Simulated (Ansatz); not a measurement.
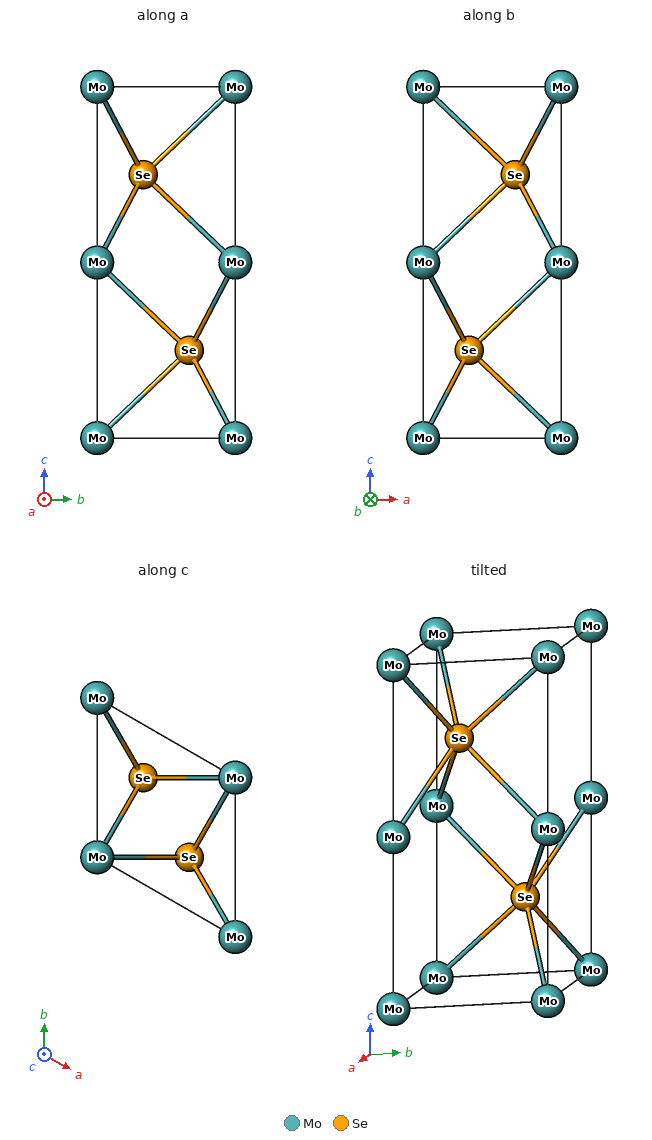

We look at a ball-and-stick model of the crystal along the a axis, along the b axis, along the c axis and slightly off an axis. One conventional unit cell is framed, with atoms on its boundary repeated.

Lattice parameters: a = 3.2285 Å, b = 3.2285 Å, c = 7.1137 Å, α = 90.000°, β = 90.000°, γ = 120.000°.

From the views, write a CIF with its space group and independent sites.

```cif
data_structure
_symmetry_space_group_name_H-M 'P 63/m m c'
_symmetry_Int_Tables_number 194
_cell_length_a 3.2285
_cell_length_b 3.2285
_cell_length_c 7.1137
_cell_angle_alpha 90.000
_cell_angle_beta 90.000
_cell_angle_gamma 120.000
_cell_volume 64.21
loop_
_atom_site_label
_atom_site_type_symbol
_atom_site_symmetry_multiplicity
_atom_site_Wyckoff_symbol
_atom_site_fract_x
_atom_site_fract_y
_atom_site_fract_z
_atom_site_occupancy
Mo1 Mo 2 a 0.0000 0.0000 0.0000 1
Se1 Se 2 c 0.3333 0.6667 0.2500 1
```

Starting structure: a structure type filled with these elements by a generator (whether the compound takes this form wasn't checked). Earlier steps of the study may have refined or changed the cell and positions. It was run through Ansatz as a DFT input.
